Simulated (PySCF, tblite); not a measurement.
# C7H10OSSi: geometry, infrared bands and NMR shifts

Aim: predict the infrared bands and NMR shifts of C7H10OSSi (`C#C[SiH2]/C(=C/SC)C(C)=O`).

Programs: tblite 0.8.0 and PySCF 2.14.0, with density-fitted response routines of our own. Each step states its level of theory. These are calculated values for one molecule in the gas phase, unless marked as measured. Atoms are numbered from 0 throughout.

## (1) Starting geometry

20 atoms, charge 0, multiplicity 1; geometry from: force field or distance geometry start.

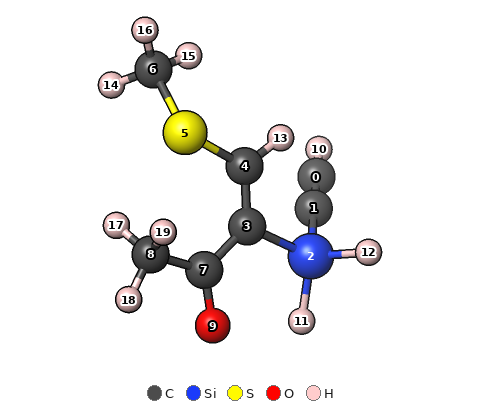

The starting geometry (carbon dark grey, silicon blue, sulfur yellow, oxygen red, hydrogen pink), atoms numbered.

## (2) Relaxing the molecule with GFN2-xTB

Job settings and geometry (Å):

```
{"job": {"kind": "relax", "xc": "GFN2-xTB", "basis": "xTB"}, "charge": 0, "multiplicity": 1}
C      3.359100    -1.890000     0.238500
C      2.893400    -0.848300    -0.219700
Si     2.249400     0.691900    -0.893300
C      0.422800     0.687700    -0.564500
C     -0.217000    -0.439300    -0.830200
S     -1.973500    -0.554700    -0.548300
C     -2.264400    -2.112700     0.350300
C     -0.161300     1.877700    -0.008500
C     -1.595500     2.046100     0.324800
O      0.587600     2.856300     0.202400
H      3.759200    -2.785700     0.626800
H      2.886700     1.872400    -0.304100
H      2.481300     0.766600    -2.338900
H      0.356400    -1.283200    -1.253600
H     -2.338500    -1.908500     1.439100
H     -1.385800    -2.778300     0.165400
H     -3.157000    -2.603600    -0.051900
H     -1.922600     1.339600     1.132300
H     -1.715500     3.114000     0.679500
H     -2.270100     1.962700    -0.558900
```

Started as:

```bash
$ OMP_NUM_THREADS=1 python probes_run.py task.json out
```

The driver reads the jobs from task.json and runs them one after another.

**Question.** This job is followed by: GFN2-xTB harmonic vibrations, gas phase; GIAO PBE0/pcSseg-1 NMR shielding, non-relativistic, gas phase. What will the session give for the following? strongest single infrared mode (GFN2-xTB); zero-point energy (GFN2-xTB); 13C shifts against TMS (PBE0/pcSseg-1); 1H shifts against TMS (PBE0/pcSseg-1, means over atoms taken as alike); 29Si shifts against TMS (PBE0/pcSseg-1); 33S shifts against CS2 (PBE0/pcSseg-1); 17O shifts against H2O (PBE0/pcSseg-1).

**Answer**, as computed:

| quantity | value |
| --- | --- |
| strongest single infrared mode (GFN2-xTB) | 1593 cm⁻¹, 546 km/mol |
| zero-point energy (GFN2-xTB) | 88.6 kcal/mol |
| 13C shifts against TMS (PBE0/pcSseg-1) | 205.6, 164.5, 137.8, 103.5, 90.5, 32.6, 23.3 ppm |
| 1H shifts against TMS (PBE0/pcSseg-1, means over atoms taken as alike) | 7.62, 4.67, 2.52, 2.51, 1.88 ppm |
| 29Si shifts against TMS (PBE0/pcSseg-1) | -79.2 ppm |
| 33S shifts against CS2 (PBE0/pcSseg-1) | 74 ppm |
| 17O shifts against H2O (PBE0/pcSseg-1) | 647.4 ppm |

What this shows: Over 198 steps the energy fell by 0.906 eV; of the close pairs, C1–Si2 changed most, 1.800 to 1.860 Å. All 54 modes are real, so the xTB geometry is a minimum. The strongest single mode, at 1593 cm⁻¹, moves mainly C3 and C4. Unscaled tight-binding wavenumbers are off by several per cent, some by more. Its intensities can rank the bands wrongly. C7 (ketone carbonyl carbon) lies farthest downfield among carbon, at 205.6 ppm; low-lying n→π* states of the double bond to the heteroatom give a large paramagnetic term (-269 ppm). The most deshielded hydrogen is H13 (hydrogen on a β carbon of a C=C–C=O unit), at 7.62 ppm: attached to an sp2 carbon and in the plane of the double bond. At PBE0/pcSseg-1: Shielding is most anisotropic at O9 (span 1114 ppm, paramagnetic term -712 ppm).
